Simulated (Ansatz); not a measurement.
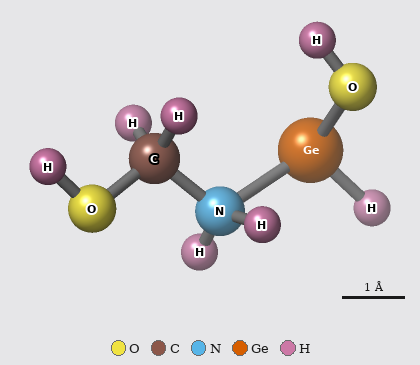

Figure 1. The structure as given in the input (ball-and-stick view, seen at a tilt). Sticks mark near contacts.

## Geometry relaxation, with input and output: CH7GeNO2 (part 1 of 2)

System: CH7GeNO2.
Method: RKS PBE-D4/def2-SVP (Ansatz 0.2.0).

It belongs to a series of runs on one base structure; here: end point B relaxed.

**Input**
```yaml
crystal:
  periodic: [false, false, false]
  atoms:
    - { symbol: O, position_ang: [-1.7726, -0.4606, 1.6542] }
    - { symbol: C, position_ang: [-1.029, -0.188, 0.5131] }
    - { symbol: "N", position_ang: [0.3495, -0.2321, 0.8867] }
    - { symbol: Ge, position_ang: [1.5174, 0.0805, -0.6152] }
    - { symbol: O, position_ang: [1.2294, 1.7479, -1.19] }
    - { symbol: H, position_ang: [-2.7622, -0.3596, 1.3278] }
    - { symbol: H, position_ang: [-1.2378, 0.8225, 0.1036] }
    - { symbol: H, position_ang: [-1.2017, -0.9446, -0.2634] }
    - { symbol: H, position_ang: [0.5974, -1.1892, 1.2641] }
    - { symbol: H, position_ang: [2.9339, -0.1588, -0.2218] }
    - { symbol: H, position_ang: [0.72915, 0.67642, 1.22145] }
    - { symbol: H, position_ang: [0.4235, 1.7394, -1.7054] }
basis:
  gaussian: { orbitals: def2-SVP }
hamiltonian:
  xc: pbe
  dispersion: d4
relax:
  f_tol: 0.02
  max_steps: 50
```

Command:
```bash
ansatz run input.yaml --threads 2 --pin off --max-ram 3072MiB --backend cpu --events-out ev --progress --plain --runs-dir out
```

**Output**
```
The last accepted step is kept in [file] (removed where the run ends without a failure and the disk answers)
Engine: ansatz 0.2.0, x86_64-unknown-linux-gnu
Functional definition: PBE
  parameter kappa = 0.804
  parameter beta = 0.06672455060314922
  exchange = pbe_x(kappa = kappa, mu = beta*pi^2/3)
  correlation = pbe_c(beta = beta)
1373 factors; their error is unknown
mean field evaluation 1: about -63210.1372 eV, gradient 8.1e1 eV
mean field evaluation 2: about -63142.9826 eV, gradient 1.8e2 eV
mean field evaluation 4: about -63222.1959 eV, gradient 1.5e1 eV
mean field evaluation 8: about -63222.6196 eV, gradient 2.8e-1 eV
mean field evaluation 16: about -63222.5357 eV, gradient 2.7e-3 eV
mean field -63222.53573805 eV, -2323.3853345996 hartree, gradient 1.9e-5 eV, S^2 0.000000; 0 other end points of the search recorded, 0 dependent functions left out
the calculation of the forces begins
reference -63222.53577381 eV, -2323.3853359137 hartree; 34, 34 occupied and 89, 89 virtual orbitals, 1373 factors
relax step   1: F+E_penalty+E_count = -63222.77130717 eV  Δ(F+E_penalty+E_count) = +0.000e0 eV  max|allowed force component| = 6.657e0 eV/Å  Δτ_max = 0.0000 Å  (30 SCF iters, accepted)
these checks for a lower state are left out or cut short: starts, cluster_reference, orbital_swaps, neighbouring_geometries, increment
1373 factors; their error is unknown
mean field -63224.14907818 eV, -2323.4446237555 hartree, gradient 1.7e-5 eV, S^2 0.000000; 0 other end points of the search recorded, 0 dependent functions left out
[... from here on the field's lines of each further geometry are left out, up to the last ...]
relax step   2: F+E_penalty+E_count = -63224.38405325 eV  Δ(F+E_penalty+E_count) = -1.613e0 eV  max|allowed force component| = 3.837e0 eV/Å  Δτ_max = 0.1948 Å  (37 SCF iters, accepted)
relax step   3: F+E_penalty+E_count = -63225.13613123 eV  Δ(F+E_penalty+E_count) = -7.521e-1 eV  max|allowed force component| = 1.005e0 eV/Å  Δτ_max = 0.1999 Å  (30 SCF iters, accepted)
relax step   4: F+E_penalty+E_count = -63225.11480649 eV  Δ(F+E_penalty+E_count) = +2.132e-2 eV  max|allowed force component| = 1.743e0 eV/Å  Δτ_max = 0.1999 Å  (35 SCF iters, rejected (line search))
relax step   5: F+E_penalty+E_count = -63225.29960455 eV  Δ(F+E_penalty+E_count) = -1.635e-1 eV  max|allowed force component| = 2.698e-1 eV/Å  Δτ_max = 0.0954 Å  (31 SCF iters, accepted)
relax step   6: F+E_penalty+E_count = -63225.33802534 eV  Δ(F+E_penalty+E_count) = -3.842e-2 eV  max|allowed force component| = 1.524e-1 eV/Å  Δτ_max = 0.1000 Å  (31 SCF iters, accepted)
relax step   7: F+E_penalty+E_count = -63225.13657911 eV  Δ(F+E_penalty+E_count) = +2.014e-1 eV  max|allowed force component| = 1.904e0 eV/Å  Δτ_max = 0.1500 Å  (30 SCF iters, rejected (line search))
relax step   8: F+E_penalty+E_count = -63225.35214339 eV  Δ(F+E_penalty+E_count) = -1.412e-2 eV  max|allowed force component| = 7.298e-2 eV/Å  Δτ_max = 0.0732 Å  (31 SCF iters, accepted)
relax step   9: F+E_penalty+E_count = -63225.35475444 eV  Δ(F+E_penalty+E_count) = -2.611e-3 eV  max|allowed force component| = 9.626e-2 eV/Å  Δτ_max = 0.0604 Å  (31 SCF iters, accepted)
relax step  10: F+E_penalty+E_count = -63225.35535730 eV  Δ(F+E_penalty+E_count) = -6.029e-4 eV  max|allowed force component| = 1.884e-1 eV/Å  Δτ_max = 0.0525 Å  (31 SCF iters, accepted)
relax step  11: F+E_penalty+E_count = -63225.35668185 eV  Δ(F+E_penalty+E_count) = -1.325e-3 eV  max|allowed force component| = 9.997e-2 eV/Å  Δτ_max = 0.0128 Å  (32 SCF iters, accepted)
relax step  12: F+E_penalty+E_count = -63225.35718331 eV  Δ(F+E_penalty+E_count) = -5.015e-4 eV  max|allowed force component| = 3.021e-2 eV/Å  Δτ_max = 0.0134 Å  (32 SCF iters, accepted)
relax step  13: F+E_penalty+E_count = -63225.35766282 eV  Δ(F+E_penalty+E_count) = -4.795e-4 eV  max|allowed force component| = 5.039e-2 eV/Å  Δτ_max = 0.0271 Å  (32 SCF iters, accepted)
relax step  14: F+E_penalty+E_count = -63225.35816108 eV  Δ(F+E_penalty+E_count) = -4.983e-4 eV  max|allowed force component| = 1.758e-1 eV/Å  Δτ_max = 0.0514 Å  (31 SCF iters, accepted)
relax step  15: F+E_penalty+E_count = -63225.35851374 eV  Δ(F+E_penalty+E_count) = -3.527e-4 eV  max|allowed force component| = 1.509e-1 eV/Å  Δτ_max = 0.0084 Å  (32 SCF iters, accepted)
relax step  16: F+E_penalty+E_count = -63225.35950235 eV  Δ(F+E_penalty+E_count) = -9.886e-4 eV  max|allowed force component| = 1.277e-1 eV/Å  Δτ_max = 0.0447 Å  (30 SCF iters, accepted)
relax step  17: F+E_penalty+E_count = -63225.35986038 eV  Δ(F+E_penalty+E_count) = -3.580e-4 eV  max|allowed force component| = 1.315e-1 eV/Å  Δτ_max = 0.0274 Å  (31 SCF iters, accepted)
relax step  18: F+E_penalty+E_count = -63225.35900560 eV  Δ(F+E_penalty+E_count) = +8.548e-4 eV  max|allowed force component| = 3.089e-1 eV/Å  Δτ_max = 0.0706 Å  (30 SCF iters, rejected (line search))
relax step  19: F+E_penalty+E_count = -63225.36051293 eV  Δ(F+E_penalty+E_count) = -6.526e-4 eV  max|allowed force component| = 9.166e-2 eV/Å  Δτ_max = 0.0345 Å  (31 SCF iters, accepted)
relax step  20: F+E_penalty+E_count = -63225.36059024 eV  Δ(F+E_penalty+E_count) = -7.731e-5 eV  max|allowed force component| = 1.689e-1 eV/Å  Δτ_max = 0.0864 Å  (30 SCF iters, accepted)
relax step  21: F+E_penalty+E_count = -63225.36118523 eV  Δ(F+E_penalty+E_count) = -5.950e-4 eV  max|allowed force component| = 1.431e-1 eV/Å  Δτ_max = 0.0283 Å  (32 SCF iters, accepted)
relax step  22: F+E_penalty+E_count = -63225.36157688 eV  Δ(F+E_penalty+E_count) = -3.916e-4 eV  max|allowed force component| = 6.639e-2 eV/Å  Δτ_max = 0.0197 Å  (32 SCF iters, accepted)
relax step  23: F+E_penalty+E_count = -63225.36098450 eV  Δ(F+E_penalty+E_count) = +5.924e-4 eV  max|allowed force component| = 9.265e-2 eV/Å  Δτ_max = 0.0276 Å  (31 SCF iters, rejected (line search))
relax step  24: F+E_penalty+E_count = -63225.36185467 eV  Δ(F+E_penalty+E_count) = -2.778e-4 eV  max|allowed force component| = 2.530e-2 eV/Å  Δτ_max = 0.0134 Å  (32 SCF iters, accepted)
relax step  25: F+E_penalty+E_count = -63225.36196091 eV  Δ(F+E_penalty+E_count) = -1.062e-4 eV  max|allowed force component| = 7.129e-2 eV/Å  Δτ_max = 0.0264 Å  (31 SCF iters, accepted)
relax step  26: F+E_penalty+E_count = -63225.36219831 eV  Δ(F+E_penalty+E_count) = -2.374e-4 eV  max|allowed force component| = 2.546e-2 eV/Å  Δτ_max = 0.0358 Å  (31 SCF iters, accepted)
relax step  27: F+E_penalty+E_count = -63225.36235151 eV  Δ(F+E_penalty+E_count) = -1.532e-4 eV  max|allowed force component| = 1.003e-1 eV/Å  Δτ_max = 0.0231 Å  (32 SCF iters, accepted)
relax step  28: F+E_penalty+E_count = -63225.36257821 eV  Δ(F+E_penalty+E_count) = -2.267e-4 eV  max|allowed force component| = 8.032e-2 eV/Å  Δτ_max = 0.0092 Å  (32 SCF iters, accepted)
relax step  29: F+E_penalty+E_count = -63225.36320510 eV  Δ(F+E_penalty+E_count) = -6.269e-4 eV  max|allowed force component| = 4.981e-2 eV/Å  Δτ_max = 0.0606 Å  (31 SCF iters, accepted)
relax step  30: F+E_penalty+E_count = -63225.33728724 eV  Δ(F+E_penalty+E_count) = +2.592e-2 eV  max|allowed force component| = 1.297e0 eV/Å  Δτ_max = 0.1956 Å  (38 SCF iters, rejected (line search))
relax step  31: F+E_penalty+E_count = -63225.36364275 eV  Δ(F+E_penalty+E_count) = -4.377e-4 eV  max|allowed force component| = 3.738e-2 eV/Å  Δτ_max = 0.0272 Å  (32 SCF iters, accepted)
relax step  32: F+E_penalty+E_count = -63225.36433876 eV  Δ(F+E_penalty+E_count) = -6.960e-4 eV  max|allowed force component| = 1.080e-1 eV/Å  Δτ_max = 0.0721 Å  (31 SCF iters, accepted)
relax step  33: F+E_penalty+E_count = -63225.36418989 eV  Δ(F+E_penalty+E_count) = +1.489e-4 eV  max|allowed force component| = 2.957e-1 eV/Å  Δτ_max = 0.0543 Å  (31 SCF iters, rejected (line search))
relax step  34: F+E_penalty+E_count = -63225.36548343 eV  Δ(F+E_penalty+E_count) = -1.145e-3 eV  max|allowed force component| = 8.481e-2 eV/Å  Δτ_max = 0.0265 Å  (31 SCF iters, accepted)
relax step  35: F+E_penalty+E_count = -63225.36858725 eV  Δ(F+E_penalty+E_count) = -3.104e-3 eV  max|allowed force component| = 9.861e-2 eV/Å  Δτ_max = 0.0750 Å  (30 SCF iters, accepted)
relax step  36: F+E_penalty+E_count = -63225.36487827 eV  Δ(F+E_penalty+E_count) = +3.709e-3 eV  max|allowed force component| = 8.331e-1 eV/Å  Δτ_max = 0.1098 Å  (30 SCF iters, rejected (line search))
relax step  37: F+E_penalty+E_count = -63225.37214205 eV  Δ(F+E_penalty+E_count) = -3.555e-3 eV  max|allowed force component| = 1.269e-1 eV/Å  Δτ_max = 0.0549 Å  (30 SCF iters, accepted)
relax step  38: F+E_penalty+E_count = -63225.37575162 eV  Δ(F+E_penalty+E_count) = -3.610e-3 eV  max|allowed force component| = 2.836e-1 eV/Å  Δτ_max = 0.0549 Å  (30 SCF iters, accepted)
relax step  39: F+E_penalty+E_count = -63225.38452694 eV  Δ(F+E_penalty+E_count) = -8.775e-3 eV  max|allowed force component| = 2.341e-1 eV/Å  Δτ_max = 0.0844 Å  (30 SCF iters, accepted)
relax step  40: F+E_penalty+E_count = -63225.39535473 eV  Δ(F+E_penalty+E_count) = -1.083e-2 eV  max|allowed force component| = 2.521e-1 eV/Å  Δτ_max = 0.1266 Å  (30 SCF iters, accepted)
relax step  41: F+E_penalty+E_count = -63225.34635802 eV  Δ(F+E_penalty+E_count) = +4.900e-2 eV  max|allowed force component| = 6.766e-1 eV/Å  Δτ_max = 0.1898 Å  (31 SCF iters, rejected (line search))
relax step  42: F+E_penalty+E_count = -63225.40238036 eV  Δ(F+E_penalty+E_count) = -7.026e-3 eV  max|allowed force component| = 6.682e-2 eV/Å  Δτ_max = 0.0949 Å  (30 SCF iters, accepted)
relax step  43: F+E_penalty+E_count = -63225.40354145 eV  Δ(F+E_penalty+E_count) = -1.161e-3 eV  max|allowed force component| = 2.961e-2 eV/Å  Δτ_max = 0.0537 Å  (31 SCF iters, accepted)
relax step  44: F+E_penalty+E_count = -63225.40359987 eV  Δ(F+E_penalty+E_count) = -5.842e-5 eV  max|allowed force component| = 1.288e-1 eV/Å  Δτ_max = 0.0535 Å  (31 SCF iters, accepted)
relax step  45: F+E_penalty+E_count = -63225.40394462 eV  Δ(F+E_penalty+E_count) = -3.447e-4 eV  max|allowed force component| = 7.905e-2 eV/Å  Δτ_max = 0.0410 Å  (31 SCF iters, accepted)
relax step  46: F+E_penalty+E_count = -63225.40443556 eV  Δ(F+E_penalty+E_count) = -4.909e-4 eV  max|allowed force component| = 3.763e-2 eV/Å  Δτ_max = 0.0218 Å  (31 SCF iters, accepted)
the calculation of the forces begins
reference -63225.16685954 eV, -2323.4820265307 hartree; 34, 34 occupied and 89, 89 virtual orbitals, 1373 factors
relax step  47: F+E_penalty+E_count = -63225.40447366 eV  Δ(F+E_penalty+E_count) = -3.810e-5 eV  max|allowed force component| = 1.298e-2 eV/Å  Δτ_max = 0.0106 Å  (32 SCF iters, accepted)
1373 factors; their error is unknown
mean field evaluation 352: about -63225.1025 eV, gradient 7.0e0 eV
```

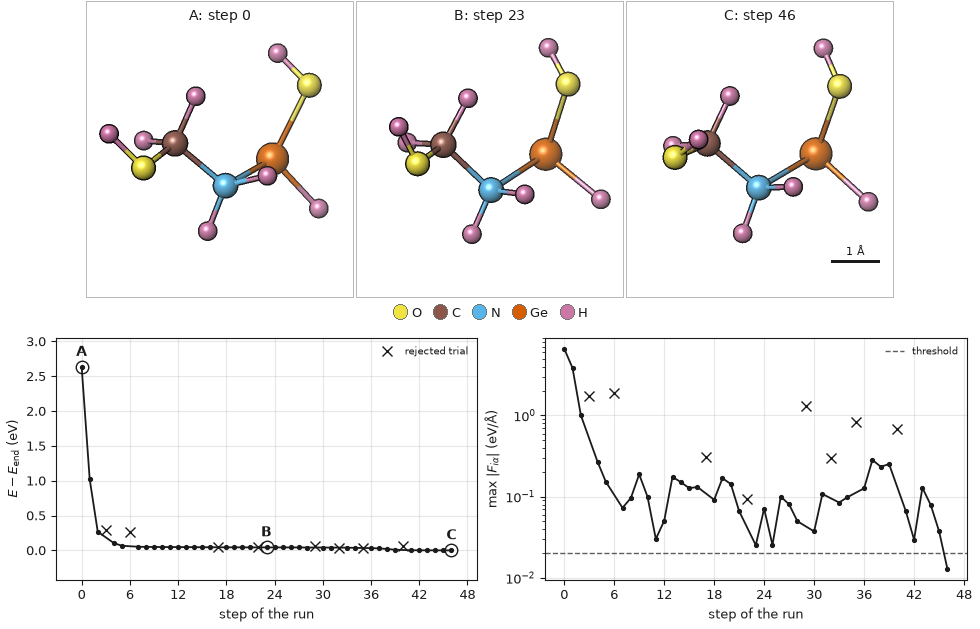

Figure 2. Frames of the relaxation (ball-and-stick view, seen at a tilt) above the curves, on which the letters mark them (the first geometry is step 0 here and step 1 in the log).
